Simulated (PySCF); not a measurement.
# Fe²⁺: excitation energy in dyall-av2z

Aim: the excitation energy of iron from differences of total energies, at each level of theory, and how far each lands from the tabulated value where there is one.

Program: PySCF 2.14.0. Level of theory: unrestricted determinants in a Gaussian basis, no spin-orbit coupling in the energies. These are calculated values, not measurements, unless marked.

### 1 The system

| Quantity | Value |
| --- | --- |
| Element | iron (Z = 26) |
| Basis | dyall-av2z (16s12p7d2f, 101 functions) |
| Hamiltonian | the non-relativistic Hamiltonian (point nucleus) |
| State 1 | Fe²⁺: [Ar] 3d5 4s1, high-spin 7S determinant (an excited configuration) |
| Needed too, but not shown | Fe²⁺ [Ar] 3d6 (5D) |
| Methods | UHF, LDA, PBE, PBE0, r2SCAN, r2SCAN0, revPBE, PBEsol, M06, MP2 |
| Core shells frozen in the correlated runs | valence: [Ar] (for Fe²⁺) |

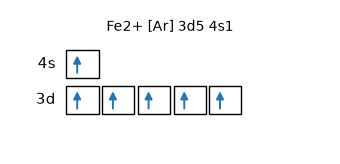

Occupation of the outer shells (arrows by Hund's rule).

One driver process ran all states and methods and kept the integrals in memory. Each run is shown as a PySCF script that sums up its settings (the driver passes frozen orbitals as a list and adds second-order terms of double hybrids); the logs are those of the runs themselves. The driver starts from symmetry-adapted Hartree-Fock orbitals, holds the occupation by maximum overlap and uses a logarithmic radial grid for functionals, so a plain start would take other cycles.

The integrals over 101 functions and the set-up took 0.23 s of CPU time.

### 2 Fe²⁺ [Ar] 3d5 4s1: the ladder of methods

Level: UHF.

Contents of input.py:

```python
from pyscf import gto, scf, dft, mp, cc
import basis_set_exchange as bse
mol = gto.M(atom="Fe 0 0 0", charge=2, spin=6, symmetry="D2h",
            basis=gto.basis.parse(bse.get_basis("dyall-av2z", elements=["Fe"], fmt="nwchem")))
mf = scf.UHF(mol)
mf.irrep_nelec = {'Ag': (6, 3), 'B1g': (1, 0), 'B2g': (1, 0), 'B3g': (1, 0), 'B1u': (2, 2), 'B2u': (2, 2), 'B3u': (2, 2)}
mf.kernel()
```

What it wrote:

```text
damping factor = 0
level_shift factor = 0
DIIS = <class 'pyscf.scf.diis.CDIIS'>
diis_start_cycle = 1
diis_space = 10
diis_damp = 0
SCF conv_tol = 1e-09
SCF conv_tol_grad = None
number electrons alpha = 15  beta = 9
cycle= 1 E= -1261.54386399917  delta_E= -1.09e-10  |g|= 5.88e-06  |ddm|= 5.83e-05
converged SCF energy = -1261.54386399917  <S^2> = 12.000835  2S+1 = 7.0002385
```

It used 2.8 s of CPU time after the integrals (shared host).

Orbital energies by shell (radii are means over both spins):

```
shell  electrons  mean orbital energy (eV)  spread (eV)  rms radius (bohr)
 1s α          1                   -7138.7            0             0.0685
 1s β          1                   -7138.6            0             0.0685
 2s α          1                   -898.27            0              0.292
 2s β          1                   -893.50            0              0.292
 2p α          3                   -775.03            0              0.261
 2p β          3                   -770.52            0              0.261
 3s α          1                   -145.72            0              0.872
 3s β          1                   -132.64            0              0.872
 3p α          3                   -107.67            0              0.924
 3p β          3                   -92.232            0              0.924
 3d α          5                   -45.258            0               1.09
 4s α          1                   -25.769            0               2.70
```

⟨S²⟩ = 12.001, ⟨L²⟩ = 0.00.

Spin-orbit constants on these orbitals (cm⁻¹; bare nucleus, screened nucleus, mean field): 3d 849.9, 523.0, 472.3.

Level: LDA.

input.py, as changed from the run before:

```diff
@@ -4,3 +4,3 @@
             basis=gto.basis.parse(bse.get_basis("dyall-av2z", elements=["Fe"], fmt="nwchem")))
-mf = scf.UHF(mol)
+mf = dft.UKS(mol, xc="LDA,VWN")
 mf.irrep_nelec = {'Ag': (6, 3), 'B1g': (1, 0), 'B2g': (1, 0), 'B3g': (1, 0), 'B1u': (2, 2), 'B2u': (2, 2), 'B3u': (2, 2)}
```

What it wrote:

```text
damping factor = 0
level_shift factor = 0
DIIS = <class 'pyscf.scf.diis.CDIIS'>
diis_start_cycle = 1
diis_space = 10
diis_damp = 0
SCF conv_tol = 1e-09
SCF conv_tol_grad = None
number electrons alpha = 15  beta = 9
XC functionals = LDA,VWN
    P. A. M. Dirac.,  Math. Proc. Cambridge Philos. Soc. 26, 376 (1930)
    F. Bloch.,  Z. Phys. 57, 545 (1929)
    S. H. Vosko, L. Wilk, and M. Nusair.,  Can. J. Phys. 58, 1200 (1980)
cycle= 1 E= -1260.12239285158  delta_E= -0.03  |g|= 0.0713  |ddm|= 0.249
cycle= 2 E= -1260.12225489473  delta_E= 0.000138  |g|= 0.0787  |ddm|= 0.0705
cycle= 3 E= -1260.12308708126  delta_E= -0.000832  |g|= 0.00256  |ddm|= 0.0258
cycle= 4 E= -1260.12308747051  delta_E= -3.89e-07  |g|= 0.000626  |ddm|= 0.000751
cycle= 5 E= -1260.12308753535  delta_E= -6.48e-08  |g|= 8.11e-06  |ddm|= 0.000278
cycle= 6 E= -1260.12308753536  delta_E= -1.3e-11  |g|= 5.02e-07  |ddm|= 9.86e-06
converged SCF energy = -1260.12308753536  <S^2> = 12.00031  2S+1 = 7.0000884
```

It used 1.6 s of CPU time after the integrals (shared host).

Level: PBE.

input.py, as changed from the run before:

```diff
@@ -4,3 +4,3 @@
             basis=gto.basis.parse(bse.get_basis("dyall-av2z", elements=["Fe"], fmt="nwchem")))
-mf = dft.UKS(mol, xc="LDA,VWN")
+mf = dft.UKS(mol, xc="PBE")
 mf.irrep_nelec = {'Ag': (6, 3), 'B1g': (1, 0), 'B2g': (1, 0), 'B3g': (1, 0), 'B1u': (2, 2), 'B2u': (2, 2), 'B3u': (2, 2)}
```

What it wrote:

```text
damping factor = 0
level_shift factor = 0
DIIS = <class 'pyscf.scf.diis.CDIIS'>
diis_start_cycle = 1
diis_space = 10
diis_damp = 0
SCF conv_tol = 1e-09
SCF conv_tol_grad = None
number electrons alpha = 15  beta = 9
XC functionals = PBE
    J. P. Perdew, K. Burke, and M. Ernzerhof.,  Phys. Rev. Lett. 77, 3865 (1996)
    J. P. Perdew, K. Burke, and M. Ernzerhof.,  Phys. Rev. Lett. 78, 1396 (1997)
    J. P. Perdew, K. Burke, and M. Ernzerhof.,  Phys. Rev. Lett. 77, 3865 (1996)
    J. P. Perdew, K. Burke, and M. Ernzerhof.,  Phys. Rev. Lett. 78, 1396 (1997)
cycle= 1 E= -1262.36063262156  delta_E= -0.0182  |g|= 0.0437  |ddm|= 0.207
cycle= 2 E= -1262.36059418953  delta_E= 3.84e-05  |g|= 0.0543  |ddm|= 0.0563
cycle= 3 E= -1262.36101342804  delta_E= -0.000419  |g|= 0.00315  |ddm|= 0.0177
cycle= 4 E= -1262.36101531103  delta_E= -1.88e-06  |g|= 0.000262  |ddm|= 0.00189
cycle= 5 E= -1262.36101531878  delta_E= -7.75e-09  |g|= 3.44e-05  |ddm|= 7.77e-05
cycle= 6 E= -1262.36101531898  delta_E= -1.96e-10  |g|= 6.75e-07  |ddm|= 2.05e-05
converged SCF energy = -1262.36101531898  <S^2> = 12.000257  2S+1 = 7.0000734
```

CPU time 2.2 s on a shared host, the integrals not counted.

Level: PBE0.

input.py, as changed from the run before:

```diff
@@ -4,3 +4,3 @@
             basis=gto.basis.parse(bse.get_basis("dyall-av2z", elements=["Fe"], fmt="nwchem")))
-mf = dft.UKS(mol, xc="PBE")
+mf = dft.UKS(mol, xc="PBE0")
 mf.irrep_nelec = {'Ag': (6, 3), 'B1g': (1, 0), 'B2g': (1, 0), 'B3g': (1, 0), 'B1u': (2, 2), 'B2u': (2, 2), 'B3u': (2, 2)}
```

What it wrote:

```text
damping factor = 0
level_shift factor = 0
DIIS = <class 'pyscf.scf.diis.CDIIS'>
diis_start_cycle = 1
diis_space = 10
diis_damp = 0
SCF conv_tol = 1e-09
SCF conv_tol_grad = None
number electrons alpha = 15  beta = 9
XC functionals = PBE0
    C. Adamo and V. Barone.,  J. Chem. Phys. 110, 6158 (1999)
    M. Ernzerhof and G. E. Scuseria.,  J. Chem. Phys. 110, 5029 (1999)
cycle= 1 E= -1262.41221399045  delta_E= -0.0097  |g|= 0.0192  |ddm|= 0.153
cycle= 2 E= -1262.41225228233  delta_E= -3.83e-05  |g|= 0.0131  |ddm|= 0.0378
cycle= 3 E= -1262.41227566916  delta_E= -2.34e-05  |g|= 0.0028  |ddm|= 0.00451
cycle= 4 E= -1262.41227649664  delta_E= -8.27e-07  |g|= 0.000331  |ddm|= 0.00185
cycle= 5 E= -1262.41227651259  delta_E= -1.6e-08  |g|= 1.56e-05  |ddm|= 0.000302
cycle= 6 E= -1262.41227651264  delta_E= -4.96e-11  |g|= 1.62e-06  |ddm|= 1.94e-05
converged SCF energy = -1262.41227651264  <S^2> = 12.000342  2S+1 = 7.0000976
```

CPU time 3.1 s on a shared host, the integrals not counted.

Level: r2SCAN.

input.py, as changed from the run before:

```diff
@@ -4,3 +4,3 @@
             basis=gto.basis.parse(bse.get_basis("dyall-av2z", elements=["Fe"], fmt="nwchem")))
-mf = dft.UKS(mol, xc="PBE0")
+mf = dft.UKS(mol, xc="R2SCAN")
 mf.irrep_nelec = {'Ag': (6, 3), 'B1g': (1, 0), 'B2g': (1, 0), 'B3g': (1, 0), 'B1u': (2, 2), 'B2u': (2, 2), 'B3u': (2, 2)}
```

What it wrote:

```text
damping factor = 0
level_shift factor = 0
DIIS = <class 'pyscf.scf.diis.CDIIS'>
diis_start_cycle = 1
diis_space = 10
diis_damp = 0
SCF conv_tol = 1e-09
SCF conv_tol_grad = None
number electrons alpha = 15  beta = 9
XC functionals = R2SCAN
    J. W. Furness, A. D. Kaplan, J. Ning, J. P. Perdew, and J. Sun.,  J. Phys. Chem. Lett. 11, 8208-8215 (2020)
    J. W. Furness, A. D. Kaplan, J. Ning, J. P. Perdew, and J. Sun.,  J. Phys. Chem. Lett. 11, 9248-9248 (2020)
    J. W. Furness, A. D. Kaplan, J. Ning, J. P. Perdew, and J. Sun.,  J. Phys. Chem. Lett. 11, 8208-8215 (2020)
    J. W. Furness, A. D. Kaplan, J. Ning, J. P. Perdew, and J. Sun.,  J. Phys. Chem. Lett. 11, 9248-9248 (2020)
cycle= 1 E= -1262.60802976843  delta_E= -0.0107  |g|= 0.0341  |ddm|=  0.2
cycle= 2 E= -1262.60806821952  delta_E= -3.85e-05  |g|= 0.0355  |ddm|= 0.0607
cycle= 3 E= -1262.60824630397  delta_E= -0.000178  |g|= 0.00143  |ddm|= 0.0111
cycle= 4 E= -1262.60824665878  delta_E= -3.55e-07  |g|= 0.000368  |ddm|= 0.00356
cycle= 5 E= -1262.60824669103  delta_E= -3.22e-08  |g|= 3.51e-05  |ddm|= 0.00111
cycle= 6 E= -1262.60824669142  delta_E= -3.91e-10  |g|= 2.05e-06  |ddm|= 0.000154
converged SCF energy = -1262.60824669142  <S^2> = 12.00047  2S+1 = 7.0001343
```

It used 5.8 s of CPU time after the integrals (shared host).

Level: r2SCAN0.

input.py, as changed from the run before:

```diff
@@ -4,3 +4,3 @@
             basis=gto.basis.parse(bse.get_basis("dyall-av2z", elements=["Fe"], fmt="nwchem")))
-mf = dft.UKS(mol, xc="R2SCAN")
+mf = dft.UKS(mol, xc="HYB_MGGA_XC_R2SCAN0")
 mf.irrep_nelec = {'Ag': (6, 3), 'B1g': (1, 0), 'B2g': (1, 0), 'B3g': (1, 0), 'B1u': (2, 2), 'B2u': (2, 2), 'B3u': (2, 2)}
```

What it wrote:

```text
damping factor = 0
level_shift factor = 0
DIIS = <class 'pyscf.scf.diis.CDIIS'>
diis_start_cycle = 1
diis_space = 10
diis_damp = 0
SCF conv_tol = 1e-09
SCF conv_tol_grad = None
number electrons alpha = 15  beta = 9
XC functionals = HYB_MGGA_XC_R2SCAN0
    M. Bursch, H. Neugebauer, S. Ehlert, and S. Grimme.,  J. Chem. Phys. 156, 134105 (2022)
cycle= 1 E= -1262.60108718898  delta_E= -0.00612  |g|= 0.0169  |ddm|= 0.159
cycle= 2 E= -1262.60113178369  delta_E= -4.46e-05  |g|= 0.00907  |ddm|= 0.0425
cycle= 3 E= -1262.60114321656  delta_E= -1.14e-05  |g|= 0.00303  |ddm|= 0.005
cycle= 4 E= -1262.60114438096  delta_E= -1.16e-06  |g|= 0.000281  |ddm|= 0.00348
cycle= 5 E= -1262.60114440089  delta_E= -1.99e-08  |g|= 1.67e-05  |ddm|= 0.000872
cycle= 6 E= -1262.60114440106  delta_E= -1.71e-10  |g|= 1.02e-06  |ddm|= 0.000102
converged SCF energy = -1262.60114440106  <S^2> = 12.000537  2S+1 = 7.0001535
```

It used 6.7 s of CPU time after the integrals (shared host).

Level: revPBE.

input.py, as changed from the run before:

```diff
@@ -4,3 +4,3 @@
             basis=gto.basis.parse(bse.get_basis("dyall-av2z", elements=["Fe"], fmt="nwchem")))
-mf = dft.UKS(mol, xc="HYB_MGGA_XC_R2SCAN0")
+mf = dft.UKS(mol, xc="PBE_R,PBE")
 mf.irrep_nelec = {'Ag': (6, 3), 'B1g': (1, 0), 'B2g': (1, 0), 'B3g': (1, 0), 'B1u': (2, 2), 'B2u': (2, 2), 'B3u': (2, 2)}
```

What it wrote:

```text
damping factor = 0
level_shift factor = 0
DIIS = <class 'pyscf.scf.diis.CDIIS'>
diis_start_cycle = 1
diis_space = 10
diis_damp = 0
SCF conv_tol = 1e-09
SCF conv_tol_grad = None
number electrons alpha = 15  beta = 9
XC functionals = PBE_R,PBE
    Y. Zhang and W. Yang.,  Phys. Rev. Lett. 80, 890 (1998)
    J. P. Perdew, K. Burke, and M. Ernzerhof.,  Phys. Rev. Lett. 77, 3865 (1996)
    J. P. Perdew, K. Burke, and M. Ernzerhof.,  Phys. Rev. Lett. 78, 1396 (1997)
cycle= 1 E= -1262.50797279108  delta_E= -0.0167  |g|= 0.0411  |ddm|= 0.199
cycle= 2 E= -1262.50794599234  delta_E= 2.68e-05  |g|= 0.05  |ddm|= 0.0545
cycle= 3 E= -1262.50830165335  delta_E= -0.000356  |g|= 0.00263  |ddm|= 0.0167
cycle= 4 E= -1262.50830295084  delta_E= -1.3e-06  |g|= 0.000305  |ddm|= 0.00169
cycle= 5 E= -1262.50830296265  delta_E= -1.18e-08  |g|= 3.76e-05  |ddm|= 0.000106
cycle= 6 E= -1262.50830296288  delta_E= -2.33e-10  |g|= 1.03e-06  |ddm|= 2.34e-05
converged SCF energy = -1262.50830296288  <S^2> = 12.000245  2S+1 = 7.0000699
```

It used 2.2 s of CPU time after the integrals (shared host).

Level: PBEsol.

input.py, as changed from the run before:

```diff
@@ -4,3 +4,3 @@
             basis=gto.basis.parse(bse.get_basis("dyall-av2z", elements=["Fe"], fmt="nwchem")))
-mf = dft.UKS(mol, xc="PBE_R,PBE")
+mf = dft.UKS(mol, xc="PBEsol")
 mf.irrep_nelec = {'Ag': (6, 3), 'B1g': (1, 0), 'B2g': (1, 0), 'B3g': (1, 0), 'B1u': (2, 2), 'B2u': (2, 2), 'B3u': (2, 2)}
```

What it wrote:

```text
damping factor = 0
level_shift factor = 0
DIIS = <class 'pyscf.scf.diis.CDIIS'>
diis_start_cycle = 1
diis_space = 10
diis_damp = 0
SCF conv_tol = 1e-09
SCF conv_tol_grad = None
number electrons alpha = 15  beta = 9
XC functionals = PBEsol
    J. P. Perdew, A. Ruzsinszky, G. I. Csonka, O. A. Vydrov, G. E. Scuseria, L. A. Constantin, X. Zhou, and K. Burke.,  Phys. Rev. Lett. 100, 136406 (2008)
    J. P. Perdew, A. Ruzsinszky, G. I. Csonka, O. A. Vydrov, G. E. Scuseria, L. A. Constantin, X. Zhou, and K. Burke.,  Phys. Rev. Lett. 100, 136406 (2008)
cycle= 1 E= -1261.19539731293  delta_E= -0.0212  |g|= 0.0596  |ddm|= 0.226
cycle= 2 E= -1261.19530087151  delta_E= 9.64e-05  |g|= 0.0703  |ddm|= 0.0671
cycle= 3 E= -1261.19597427098  delta_E= -0.000673  |g|= 0.00181  |ddm|= 0.0229
cycle= 4 E= -1261.19597497542  delta_E= -7.04e-07  |g|= 0.000598  |ddm|= 0.00153
cycle= 5 E= -1261.1959750322  delta_E= -5.68e-08  |g|= 2.06e-05  |ddm|= 0.000261
cycle= 6 E= -1261.19597503227  delta_E= -6.75e-11  |g|= 5.3e-07  |ddm|= 1.56e-05
converged SCF energy = -1261.19597503227  <S^2> = 12.000221  2S+1 = 7.0000631
```

CPU time 2.2 s on a shared host, the integrals not counted.

Level: M06.

input.py, as changed from the run before:

```diff
@@ -4,3 +4,3 @@
             basis=gto.basis.parse(bse.get_basis("dyall-av2z", elements=["Fe"], fmt="nwchem")))
-mf = dft.UKS(mol, xc="PBEsol")
+mf = dft.UKS(mol, xc="M06")
 mf.irrep_nelec = {'Ag': (6, 3), 'B1g': (1, 0), 'B2g': (1, 0), 'B3g': (1, 0), 'B1u': (2, 2), 'B2u': (2, 2), 'B3u': (2, 2)}
```

What it wrote:

```text
damping factor = 0
level_shift factor = 0
DIIS = <class 'pyscf.scf.diis.CDIIS'>
diis_start_cycle = 1
diis_space = 10
diis_damp = 0
SCF conv_tol = 1e-09
SCF conv_tol_grad = None
number electrons alpha = 15  beta = 9
XC functionals = M06
    Y. Zhao and D. G. Truhlar.,  Theor. Chem. Acc. 120, 215 (2008)
    Y. Zhao and D. G. Truhlar.,  Theor. Chem. Acc. 120, 215 (2008)
cycle= 1 E= -1262.56885048917  delta_E= -0.0105  |g|= 0.177  |ddm|= 0.223
cycle= 2 E= -1262.56887567713  delta_E= -2.52e-05  |g|= 0.016  |ddm|= 0.0201
cycle= 3 E= -1262.56888179543  delta_E= -6.12e-06  |g|= 0.0144  |ddm|= 0.00956
cycle= 4 E= -1262.56890801896  delta_E= -2.62e-05  |g|= 0.000104  |ddm|= 0.00453
cycle= 5 E= -1262.5689080202  delta_E= -1.24e-09  |g|= 1.96e-05  |ddm|= 6.74e-05
cycle= 6 E= -1262.56890802027  delta_E= -6.75e-11  |g|= 2.07e-06  |ddm|= 8.06e-06
converged SCF energy = -1262.56890802027  <S^2> = 12.000809  2S+1 = 7.0002311
```

CPU time 6.7 s on a shared host, the integrals not counted.

### 3 Fe²⁺ [Ar] 3d5 4s1, continued

Level: MP2 (valence).

input.py, as its differences from that of step 2:

```diff
@@ -4,4 +4,5 @@
             basis=gto.basis.parse(bse.get_basis("dyall-av2z", elements=["Fe"], fmt="nwchem")))
-mf = dft.UKS(mol, xc="M06")
+mf = scf.UHF(mol)
 mf.irrep_nelec = {'Ag': (6, 3), 'B1g': (1, 0), 'B2g': (1, 0), 'B3g': (1, 0), 'B1u': (2, 2), 'B2u': (2, 2), 'B3u': (2, 2)}
 mf.kernel()
+mp.UMP2(mf, frozen=9).kernel()
```

No log was kept for this step.

CPU time 0.23 s on a shared host, the integrals not counted.

With 6 electrons correlated, the MP2 correlation energy is -0.06966 hartree (-0.06966 same spin, 0.00000 opposite spin); the SCS form gives -0.02322. Largest pairs of shells: 3d-3d -0.0581, 3d-4s -0.0116, 4s-4s 0.0000.

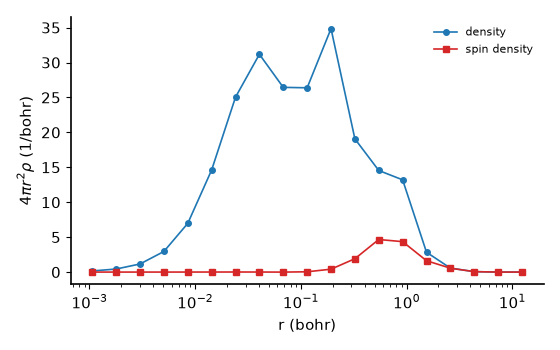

Radial density 4πr²ρ of Fe²⁺ at UHF, at 19 stored radii joined by straight lines.

### 4 The energy differences

Excitation energy: Fe²⁺ [Ar] 3d6 (5D) → Fe²⁺ [Ar] 3d5 4s1 (7S).

```
           method  value (eV)
              UHF       2.801
              LDA       4.535
              PBE       4.551
             PBE0       4.370
           r2SCAN       4.123
          r2SCAN0       4.048
           revPBE       4.622
           PBEsol       4.532
              M06       4.418
    MP2 (valence)       3.847
SCS-MP2 (valence)       4.221
```

A first-order spin-orbit estimate (lowest level to lowest level, LS coupling) adds 0.054 eV.

The differences also use runs on Fe²⁺ [Ar] 3d6 (5D), which are not shown here.

### 5 What came out

| quantity | value |
| --- | --- |
| excitation energy, Fe²⁺ → [Ar] 3d5 4s1 | UHF 2.801, MP2 (valence) 3.847 eV |

The methods span 1.821 eV, from UHF (2.801) to revPBE (4.622). No reference value is at hand in this session. The basis is finite, and no extrapolation was made.
